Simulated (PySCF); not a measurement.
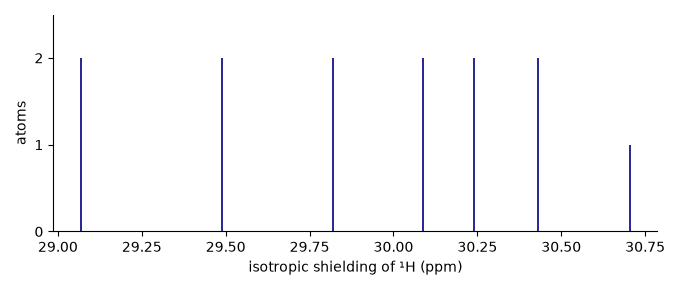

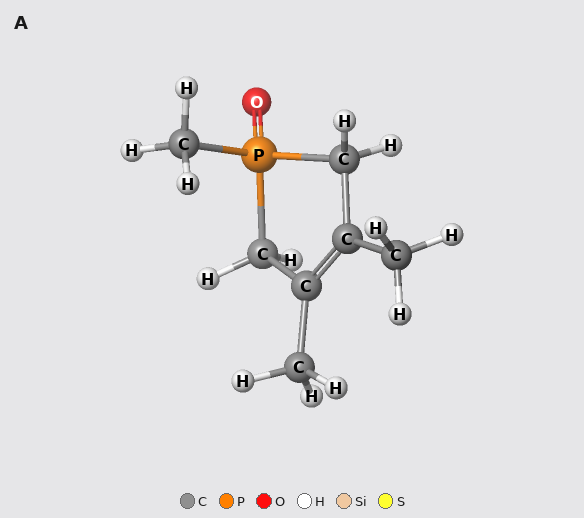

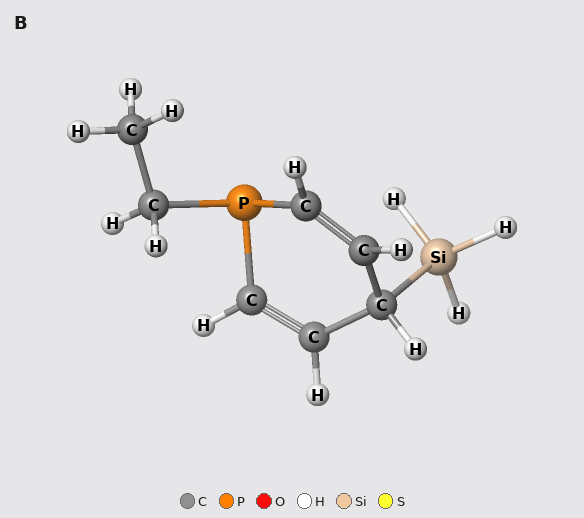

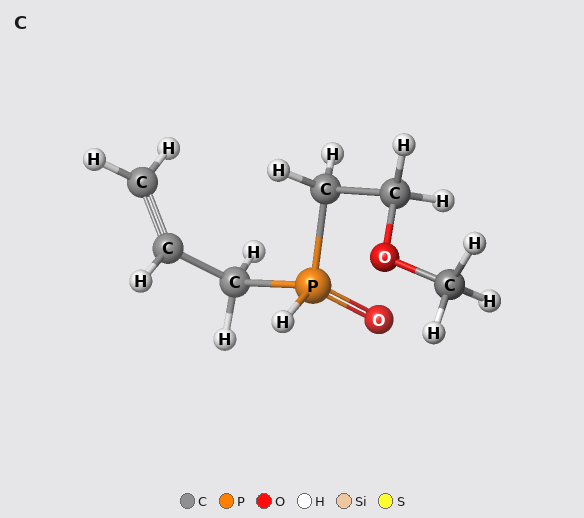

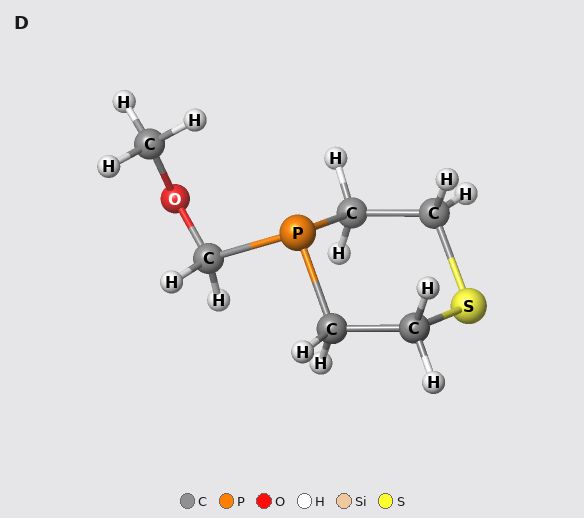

The sticks are computed shieldings of one of the molecules, for one fixed geometry (GFN2-xTB) without averaging over rotations. Low shielding means a high chemical shift. Method: GIAO PBE0/pcSseg-1 NMR shielding, non-relativistic, gas phase (PySCF 2.14.0).

> Which molecule gives this pattern?

A, `CC1=C(C)CP(C)(=O)C1`. Its 13 H atoms give lines at 29.07 (2 atoms), 29.49 (2 atoms), 29.82 (2 atoms), 30.09 (2 atoms), 30.24 (2 atoms), 30.43 (2 atoms), 30.70 ppm.

The geometry is semi-empirical. Around P, Si such bond lengths and angles can be off by a tenth of an ångström or more and by several degrees, and values that hang on the shape move with them.
